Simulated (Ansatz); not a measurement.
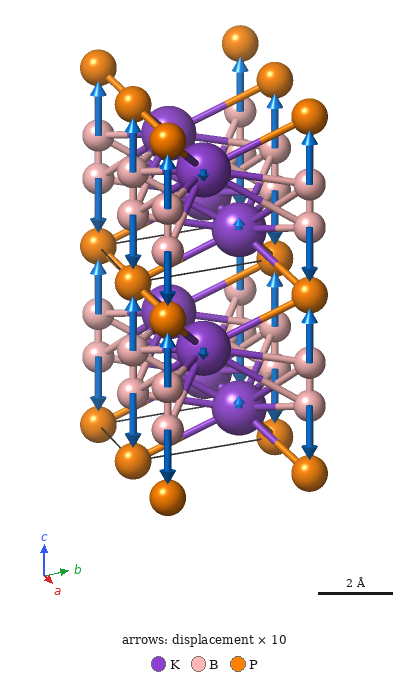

This is a relaxation of a crystal of K$_{2}$B$_{2}$P (a generated structure, set up in P-3m1) (coarse preliminary run). The starting structure is drawn; blue arrows show the displacements (the part carried along by the change of the cell is left out), magnified 10 times.

The picture is a ball-and-stick view of the cell of the calculation, repeated 2 × 1 × 2 with one cell outlined, seen slightly off an axis.

Computed with DFT PBE, scalar-relativistic, plane waves, PAW in Ansatz 0.2.0. Settings: plane-wave cutoff 420 eV; k-point mesh 6 × 6 × 4; occupations gaussian; smearing width 0.1 eV; no spin polarisation; cell and atoms relaxed; force threshold 0.04 eV/Å; at most 70 steps.

**What happened in the run?**

The largest moves relative to the cell, 0.15 Å, are those of B atoms. By element the largest moves are B 0.15 Å, K 0.03 Å. P stays in place. The volume changes by +14.3 %, with a = b 5.082 → 5.366 Å (+5.6 %), c 4.946 → 5.069 Å (+2.5 %). Some distances before and after: B–B 1.193 → 1.525 Å, B–K 3.394 → 3.617 Å, K–P 3.236 → 3.413 Å, B–K 2.979 → 3.117 Å. Bond angles that change, for instance: K–B–B 99.9° → 96.3°, K–B–P 80.1° → 83.7°. The space group stays P-3m1 (No. 164). Over 5 accepted moves (6 points after the start) the energy falls by 596 meV per atom. The largest force component goes from 22 to 0.00039 eV/Å. The pressure goes from 12.45 to 0.07 GPa. At 1 point the geometry stayed and the basis and grid were re-selected for the new cell (energy shift of 1.6 meV per atom at most each time). The run took 12 s on 1 thread of Intel(R) Xeon(R) 6975P-C (Granite Rapids) (shared host), peak memory 0.42 GiB.
